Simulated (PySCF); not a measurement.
## Electronic structure of C6H5ClO2S2 (SMILES C=Cc1ccc(S(=O)(=O)Cl)s1) in real space

Input file:

```
{"job": {"kind": "nmr", "xc": "PBE0", "basis": "pcSseg-1"}, "charge": 0, "multiplicity": 1}
C     -3.099612     0.654013     0.817051
C     -2.464398    -0.049260    -0.115327
C     -1.033781    -0.182009    -0.209283
C     -0.338584    -0.890079    -1.163209
C      1.052877    -0.834960    -0.991197
C      1.389901    -0.093984     0.100876
S      2.989063     0.288084     0.684406
O      2.938666     0.617540     2.069419
O      3.932875    -0.668008     0.210316
Cl     3.364803     2.025115    -0.316624
S      0.049970     0.565877     0.931291
H     -2.559061     1.184144     1.583583
H     -4.172562     0.719140     0.842209
H     -3.018666    -0.577839    -0.879650
H     -0.818918    -1.431019    -1.958178
H      1.779829    -1.317813    -1.617094
```

Run with:

```sh
OMP_NUM_THREADS=1 python probes_run.py task.json out
```

Geometry: GFN2-xTB.

Method: PBE0/pcSseg-1, SCF density, gas phase, non-relativistic in PySCF.

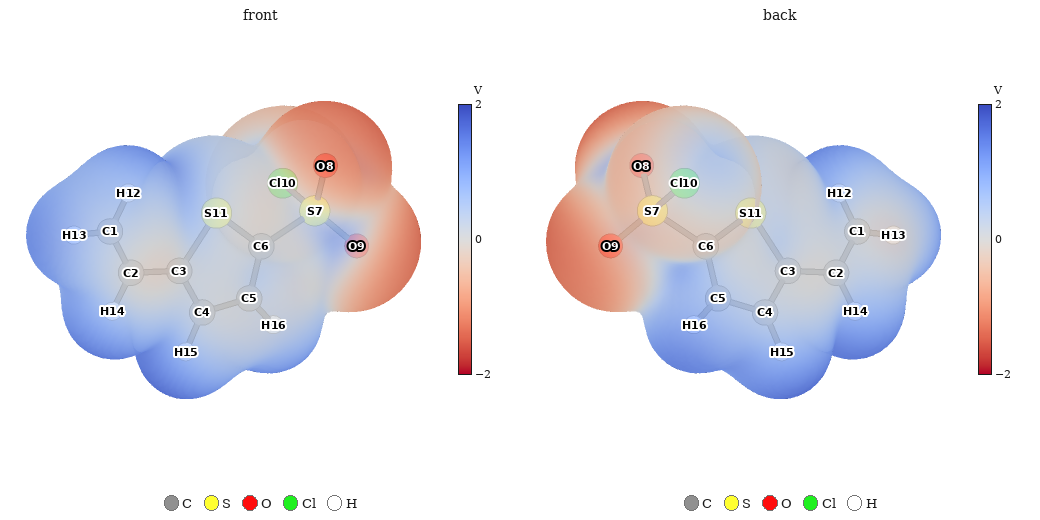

Figure 1. The molecular electrostatic potential painted on the density surface at 0.002 e/bohr³, seen from the front and from behind; the colour scale runs from red (negative) to blue (positive).

Question: Which sites attract a positive test charge, and which a negative one?

Answer: A positive charge is drawn to the negative regions and a negative charge to the positive ones. The most negative region (about −1.3 V) lies over O8 and O9, the most positive (about +1.6 V) over H15. Cl10 shows a σ-hole: about +0.5 V at the tip opposite its bond, against about −0.3 V on its flanks.

Question: What dipole moment does the calculation give?

Answer: Its dipole moment is 5.68 D.

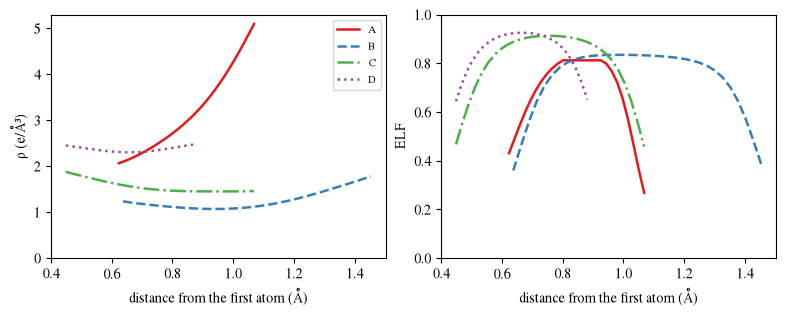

Figure 2. Total electron density and ELF along straight lines between neighbouring atoms. The curves leave out the atomic cores.

Question: Which curve belongs to which contact (C–C, C–S, S–Cl and S–O)? The first atom named is at distance zero.

Answer: Curve A: S–O (1.42 Å): ρ is about 2.3 e/Å³ halfway; the ELF peaks at about 0.80 between the atoms: a polar covalent bond. Curve B: S–Cl (2.04 Å): the density is about 1.1 e/Å³ at the midpoint; the ELF peaks at about 0.85 between the atoms: a covalent bond. Curve C: C–S (1.71 Å): ρ at the midpoint is about 1.5 e/Å³; the ELF peaks at about 0.90 between the atoms, as expected for localised, covalent bonding. Curve D: C–C (1.33 Å): ρ at the midpoint is about 2.3 e/Å³; the ELF peaks at about 0.95 between the atoms (a multiple bond).
